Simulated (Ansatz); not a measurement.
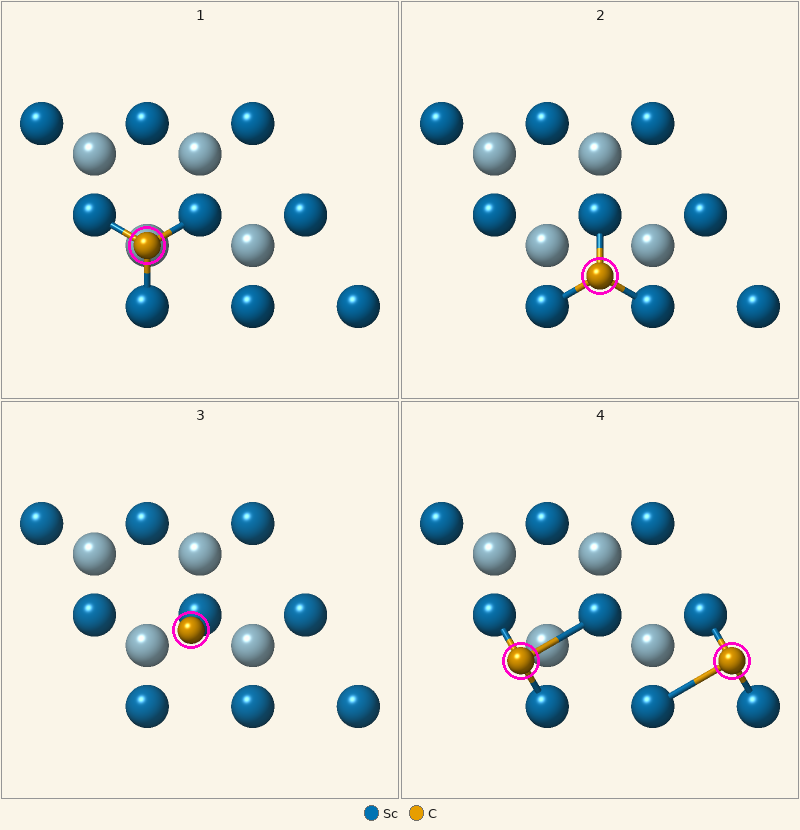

C on a Sc(001) slab cut from the P6_3/mmc phase, its upper half relaxed before the scan (16 atoms of substrate and one adsorbate in a 2 × 2 cell). 
- C is moved over the surface cell; relaxed at each place: the height of the adsorbate's atoms; substrate rigid; the origin of the map has the adsorbate above Sc13.
- Places are given modulo a cell vector. The map is drawn in real space over the plane of the surface.
- The scan uses a 6 × 6 grid; 10 points were computed and 26 follow by symmetry.
- Places are given in fractions of the 1 × 1 surface cell.
- Energies: eV, counted from the lowest grid point.
- These are results of Ansatz, DFT LDA, scalar-relativistic, plane waves, PAW, not measurements. Settings: cutoff 420 eV, k-mesh 6×6×1, gaussian smearing 0.1 eV, no spin polarisation.

The numbered pictures are structures from this grid. Rings mark the moved atoms.

### Rank them by energy, lowest first.

1, at a threefold hollow over a second-layer Sc atom, (2/6, 4/6) of the cell vectors: 0.00 eV; 2, at a threefold hollow, (4/6, 2/6) of the cell vectors: 0.59 eV; 4, at a bridge site between two Sc atoms, (0/6, 3/6) of the cell vectors: 1.48 eV; 3, at (5/6, 5/6) of the cell vectors [nearest 1 Sc at 1.87 Å]: 3.66 eV.

The map, with the structures marked:

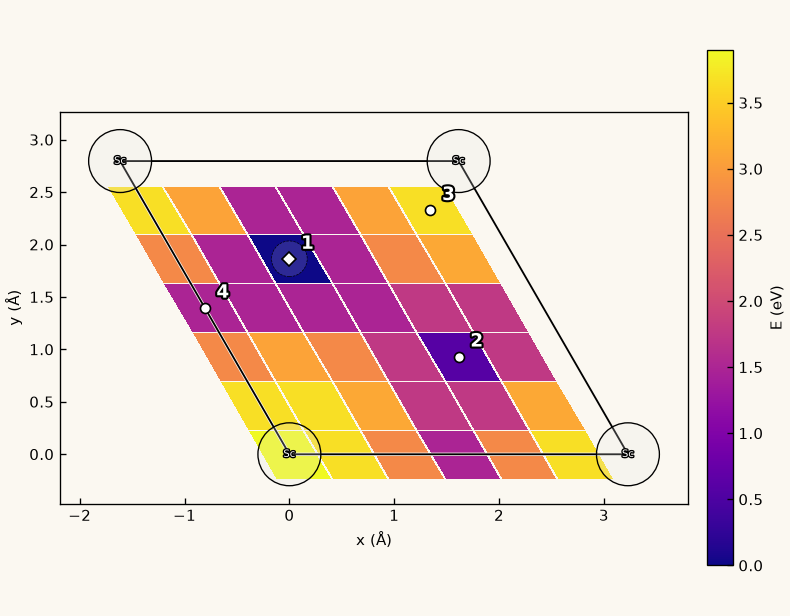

Drawn: one coloured cell a grid point, labelled circles for the atoms of the top layer and small ones for the second layer, the outline of one cell of the plane.
